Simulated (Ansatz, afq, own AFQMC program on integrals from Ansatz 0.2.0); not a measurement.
# AlNH2+ (doublet): AFQMC on the coupled-cluster ladder, cc-pVTZ, part 2 of 2

Ansatz 0.2.0, Gaussian basis, and an in-house AFQMC program (afq) on its integrals; all values are calculated; cc-pVTZ, frozen cores. Earlier steps stand in the parts before.

**8. CCSD(T) on UHF**

The input, in.yaml:

```yaml
crystal:
  periodic: [false, false, false]
  atoms:
    - {symbol: Al, position_ang: [0.000000, 0.000000, 0.696811]}
    - {symbol: N, position_ang: [0.000000, 0.000000, -1.099242]}
    - {symbol: H, position_ang: [0.000000, 0.822256, -1.688737]}
    - {symbol: H, position_ang: [0.000000, -0.822256, -1.688737]}
basis:
  gaussian: {orbitals: def2-TZVPP}
total_charge: 1
magnetization: {spin_polarized: true, initial_magnetization: 1}
correlation: {method: ccsd_t, electrons: outside_noble_gas}
```

On the command line:

```sh
$ ansatz run in.yaml --threads 1 --pin off --events-out ev --progress --plain --max-ram 15360MiB --backend cuda --devices 0, --max-vram 18GiB
```

Standard output, shortened:

```text
Functional definition: HF
  name "HF"
  cite "Fock, Z. Phys. 61, 126 (1930) doi:10.1007/BF01340294"
  parent pbe
[...]
605 factors; integrals over basis functions are off by at most 1.2e-3 eV
[...]
mean field -8090.04517063 eV, -297.3036763911 hartree, gradient 2.0e-6 eV, S^2 0.754655; 8 other end points of the search recorded, 0 dependent functions left out
determinant -8090.04517063 eV, -297.3036763911 hartree, with singles and doubles -8097.12621010 eV, -297.5638997918 hartree
determinant -8089.24193809 eV, -297.2741581395 hartree, with singles and doubles -8095.99253272 eV, -297.5222379167 hartree
determinant -8089.23985913 eV, -297.2740817394 hartree, with singles and doubles -8095.99848577 eV, -297.5224566872 hartree
determinant -8087.42537401 eV, -297.2074006411 hartree, with singles and doubles -8093.20709726 eV, -297.4198750514 hartree
6 core orbitals not correlated: weight in the atoms' cores, before any rotation towards them, 1.000 or more for the frozen orbitals, at most 0.000 for the correlated occupied ones
reference -8090.04517063 eV, -297.3036763911 hartree; 5, 4 occupied and 90, 91 virtual orbitals, 605 factors
second order -6.74243794 eV of doubles, -0.00000000 eV of singles
cycle   1  -7.00397276 eV  change   -4.2e-1 eV  update   2.2e-2
[...]
cycle  10  -7.02481107 eV  change    8.3e-6 eV  update   7.5e-6
perturbative correction -0.28340049 eV, -0.0104147759 hartree
Total energy: -8097.35338219 eV, -297.5722482121 hartree
```

It took 3.5 s on 1 × NVIDIA H100 80GB HBM3 with 1 thread of AMD EPYC 7R13 (Zen 3), shared host; peak host memory 1.8 GiB.

From the report: ⟨S²⟩ of the determinant 0.755 (pure doublet: 0.75); correlation -7.3082 eV; T1 0.018; largest double amplitude 0.04.

**9. wB97M-V (unrestricted)**

in.yaml, as its differences from that of step 8:

```diff
@@ -8,5 +8,6 @@
 basis:
-  gaussian: {orbitals: def2-TZVPP}
+  gaussian: {orbitals: cc-pVTZ}
 total_charge: 1
 magnetization: {spin_polarized: true, initial_magnetization: 1}
-correlation: {method: ccsd_t, electrons: outside_noble_gas}
+hamiltonian: {xc: {name: wB97M-V}}
+output: {orbitals: {seedname: orbitals}}
```

On the command line:

```sh
$ ansatz run in.yaml --threads 1 --pin off --events-out ev --progress --plain --max-ram 5120MiB --backend cpu
```

Standard output, shortened:

```text
Functional definition: wB97M-V
  name "wB97M-V"
  cite "Mardirossian & Head-Gordon, J. Chem. Phys. 144, 214110 (2016) doi:10.1063/1.4952647"
  cite "Becke, J. Chem. Phys. 107, 8554 (1997) doi:10.1063/1.475007"
  cite "Vydrov & Van Voorhis, J. Chem. Phys. 133, 244103 (2010) doi:10.1063/1.3521275"
  # Of w^i u^j: cxij and so on, Table III.
[...]
  gx(w, u) = 1 - cx + cx01*u + cx10*w
  gss(w, u) = css00 + css04*u^4 + css10*w + css20*w^2 + css43*w^4*u^3
  gos(w, u) = cos00 + cos10*w + (cos20 + cos21*u)*w^2 + (cos60 + cos61*u)*w^6
[...]
      + integral(e_c_pw_mod_opposite_spin*gos(b97_w_opposite, b97_u_opposite)) + vv10(b, c)
568 factors; their error is unknown
132 factors; integrals over basis functions are off by at most 8.7e-5 eV
[...]
mean field -8111.10601933 eV, -298.0776483054 hartree, gradient 2.8e-5 eV, S^2 0.751888; 1 other end points of the search recorded, 0 dependent functions left out
reference -8111.10605775 eV, -298.0776497171 hartree; 11, 10 occupied and 81, 82 virtual orbitals, 568 factors
Total energy: -8111.10605775 eV, -298.0776497171 hartree
```

It took 6 s on 1 thread of AMD EPYC 7R13 (Zen 3), shared host; peak memory 1.8 GiB.

From the report: ⟨S²⟩ of the determinant 0.752 (pure doublet: 0.75).

**10. B2PLYP (unrestricted)**

in.yaml, as its differences from that of step 9:

```diff
@@ -11,3 +11,3 @@
 magnetization: {spin_polarized: true, initial_magnetization: 1}
-hamiltonian: {xc: {name: wB97M-V}}
-output: {orbitals: {seedname: orbitals}}
+hamiltonian: {xc: {name: B2PLYP}}
+correlation: {electrons: outside_noble_gas}
```

Same command.

Standard output, shortened:

```text
Functional definition: B2PLYP
  name "B2PLYP"
  cite "Grimme, J. Chem. Phys. 124, 034108 (2006) doi:10.1063/1.2148954"
  cite "Becke, Phys. Rev. A 38, 3098 (1988) doi:10.1103/PhysRevA.38.3098"
  cite "Lee, Yang & Parr, Phys. Rev. B 37, 785 (1988) doi:10.1103/PhysRevB.37.785"
[...]
551 factors; integrals over basis functions are off by at most 1.2e-3 eV
[...]
mean field -8105.66461692 eV, -297.8776804549 hartree, gradient 8.7e-6 eV, S^2 0.753521; 4 other end points of the search recorded, 0 dependent functions left out
6 core orbitals not correlated: weight in the atoms' cores, before any rotation towards them, 1.000 or more for the frozen orbitals, at most 0.000 for the correlated occupied ones
reference -8105.66473846 eV, -297.8776849214 hartree; 5, 4 occupied and 81, 82 virtual orbitals, 551 factors
second order -8.29476481 eV of doubles, -0.00000000 eV of singles
Total energy: -8107.90432496 eV, -297.9599882073 hartree
```

It took 4.6 s on 1 thread of AMD EPYC 7R13 (Zen 3), shared host; peak memory 1.8 GiB.

From the report: ⟨S²⟩ of the determinant 0.754 (pure doublet: 0.75).

**11. CCSD(T) on UHF**

in.yaml, as its differences from that of step 10:

```diff
@@ -8,6 +8,5 @@
 basis:
-  gaussian: {orbitals: cc-pVTZ}
+  gaussian: {orbitals: "def2-QZVPP.json"}
 total_charge: 1
 magnetization: {spin_polarized: true, initial_magnetization: 1}
-hamiltonian: {xc: {name: B2PLYP}}
-correlation: {electrons: outside_noble_gas}
+correlation: {method: ccsd_t, electrons: outside_noble_gas}
```

On the command line:

```sh
$ ansatz run in.yaml --threads 1 --pin off --events-out ev --progress --plain --max-ram 15360MiB --backend cuda --devices 0, --max-vram 18GiB
```

Standard output, shortened:

```text
Functional definition: HF
  name "HF"
  cite "Fock, Z. Phys. 61, 126 (1930) doi:10.1007/BF01340294"
  parent pbe
[...]
1108 factors; integrals over basis functions are off by at most 9.8e-4 eV
[...]
mean field -8090.30019177 eV, -297.3130482449 hartree, gradient 2.6e-6 eV, S^2 0.754649; 8 other end points of the search recorded, 0 dependent functions left out
determinant -8090.30019177 eV, -297.3130482449 hartree, with singles and doubles -8097.86951750 eV, -297.5912158350 hartree
determinant -8089.49180580 eV, -297.2833406086 hartree, with singles and doubles -8096.69154660 eV, -297.5479262030 hartree
determinant -8089.48818884 eV, -297.2832076878 hartree, with singles and doubles -8096.70308798 eV, -297.5483503409 hartree
determinant -8087.70711003 eV, -297.2177542489 hartree, with singles and doubles -8093.90761170 eV, -297.4456184825 hartree
6 core orbitals not correlated: weight in the atoms' cores, before any rotation towards them, 1.000 or more for the frozen orbitals, at most 0.000 for the correlated occupied ones
reference -8090.30019177 eV, -297.3130482449 hartree; 5, 4 occupied and 176, 177 virtual orbitals, 1108 factors
second order -7.22797177 eV of doubles, -0.00000000 eV of singles
cycle   1  -7.40016409 eV  change   -7.1e-1 eV  update   2.3e-2
[...]
cycle  11  -7.43062726 eV  change   -1.8e-6 eV  update   3.1e-6
perturbative correction -0.31739357 eV, -0.0116639985 hartree
Total energy: -8098.04821259 eV, -297.5977827585 hartree
```

It took 8.5 s on 1 × NVIDIA H100 80GB HBM3 with 1 thread of AMD EPYC 7R13 (Zen 3), shared host; peak host memory 1.8 GiB.

From the report: ⟨S²⟩ of the determinant 0.755 (pure doublet: 0.75); correlation -7.7480 eV; T1 0.017; largest double amplitude 0.03.

**12. Phaseless AFQMC, CISD trial on UHF**

It reads the integrals that the CCSD(T) run on this determinant wrote.

On the command line:

```sh
$ afq ham --method phaseless --trial cisd --walkers 800 --populations 20 --least-time 60 --time-step 0.005 --steps-per-block 50 --equilibration-blocks 28 --max-blocks 4000 --target-error 0.00018 --factor-cut 1e-05 --start spin_pure --seed 4001 --release-times 0.24,0.51,0.99,1.62,2.4 --release-step 0.03 --release-every 3 --taylor-order 6
```

Standard output:

```text
orbitals 86  electrons 5 4  factors 540 of 551
reference energy -297.30434854 Eh
CCSD correlation -0.25903846 Eh in 12 cycles, weight of the determinant in the CISD state 0.9106
energy of the start -297.563289 Eh
 block  time / (1/Eh)  mean weight  energy / Eh
     1     0.250  1.0000  -297.562817
     2     0.500  0.9998  -297.567640
     3     0.750  1.0002  -297.570695
     4     1.000  1.0001  -297.571903
     5     1.250  1.0006  -297.573578
     6     1.500  1.0001  -297.572644
     7     1.750  1.0000  -297.575918
     8     2.000  0.9996  -297.573480
     9     2.250  1.0001  -297.571990
    10     2.500  1.0002  -297.574425
    13     3.250  1.0007  -297.573921
    17     4.250  0.9998  -297.574743
    21     5.250  0.9998  -297.575714
    25     6.250  0.9995  -297.575095
    29     7.250  0.9995  -297.575765
    33     8.250  1.0000  -297.574249
    37     9.250  1.0002  -297.574504
    41    10.250  0.9995  -297.572834
    45    11.250  0.9999  -297.572580
    49    12.250  1.0006  -297.577544
    53    13.250  1.0007  -297.575471
    57    14.250  0.9996  -297.575085
    61    15.250  0.9996  -297.572773
    65    16.250  1.0000  -297.575695
    69    17.250  0.9997  -297.573814
    73    18.250  0.9996  -297.573927
    77    19.250  1.0000  -297.576279
    81    20.250  1.0006  -297.580551
    85    21.250  1.0000  -297.575254
    89    22.250  0.9993  -297.573898
    93    23.250  1.0000  -297.574857
    97    24.250  1.0002  -297.574645
   101    25.250  1.0001  -297.578299
   105    26.250  0.9995  -297.574759
   109    27.250  1.0008  -297.571947
   113    28.250  0.9997  -297.574973
   117    29.250  1.0005  -297.572863
   121    30.250  1.0010  -297.573008
   125    31.250  0.9993  -297.575797
   129    32.250  0.9999  -297.575821
   133    33.250  0.9999  -297.576895
   137    34.250  0.9993  -297.574574
   141    35.250  1.0000  -297.573892
   145    36.250  0.9994  -297.575499
   149    37.250  0.9991  -297.573950
   153    38.250  1.0002  -297.573265
   157    39.250  0.9997  -297.575155
   161    40.250  1.0002  -297.573571
   165    41.250  1.0002  -297.575990
error from the spread of 20 populations
released: time / (1/Eh)  energy / Eh  error  mean overlap
  0.24  -297.574840  0.000153  0.9962
  0.51  -297.574882  0.000157  0.9932
  0.99  -297.574972  0.000168  0.9898
  1.62  -297.574666  0.000254  0.9947
  2.40  -297.575091  0.000395  0.9867
energy -297.574495 +/- 0.000176 Eh
```

Run time: 65 s. Hardware: 1 × NVIDIA H100 80GB HBM3 with 2 threads of AMD EPYC 7R13 (Zen 3), shared host; peak host memory 1.9 GiB.

Energy -8097.4145 ± 0.0048 eV. Caveats: constraint bias not in the error.

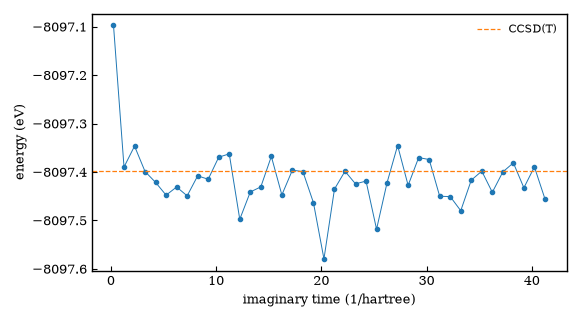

Block energies along the walk.

**13. AFQMC on the ladder**

On the UHF determinant, counted from CCSDT(Q) (a yardstick, not exact):

```tsv
level	energy (eV)	from CCSDT(Q) (kJ/mol)	statistical error (kJ/mol)	time
HF	-8090.0635	+710.5		
MP2	-8096.8344	+57.2		
CCSD	-8097.1123	+30.4		
CCSD(T)	-8097.3988	+2.7		
CCSDT(Q)	-8097.4270	0.0		
Phaseless AFQMC, CISD trial, step 0.005, 800 walkers	-8097.4145	+1.2	0.5	65 s
```

The functionals' totals stand on their own zeros and serve differences with other points: PBE -8106.597 eV; r2SCAN -8110.602 eV; PBE0 -8107.257 eV; B3LYP -8112.758 eV; wB97M-V -8111.106 eV; B2PLYP -8107.904 eV.

**14. Outcome**

What follows sums up all 2 parts.

| quantity | value |
| --- | --- |
| CCSD(T) on UHF from CCSDT(Q) | +2.7 kJ/mol |
| Phaseless AFQMC, CISD trial on UHF from CCSDT(Q) | +1.2 ± 0.5 kJ/mol |

In words: On UHF the phaseless walk with the CISD trial lies +1.2 kJ/mol from CCSDT(Q), within three error bars. Error bars are statistical and leave out the constraint, the time step and what remains of the start.
